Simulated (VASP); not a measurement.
Band structure of CsBr (CsCl type). Method: PBE GGA with spin-orbit coupling, VASP's PBE PAW potentials (set 64) (plane waves; VASP).

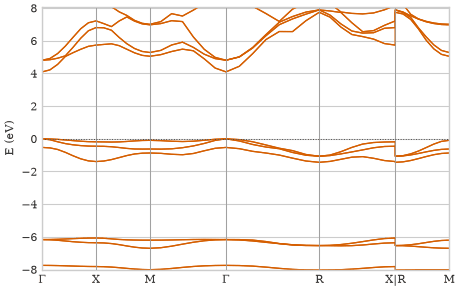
Bands along high-symmetry lines, zero at the valence-band maximum or, without a gap, the Fermi level

Read the plot: is there a gap, and where are the band edges?

The gap is direct, 4.10 eV, from the valence maximum at Γ to the conduction minimum at Γ.

Measured: gap 7.30 eV (computed value off by -3.20 eV), as given by Aguado et al., (1998), arXiv:cond-mat/9809176.

The compound is CsBr in the CsCl type structure. It was relaxed first, which changed the volume by +7 %.
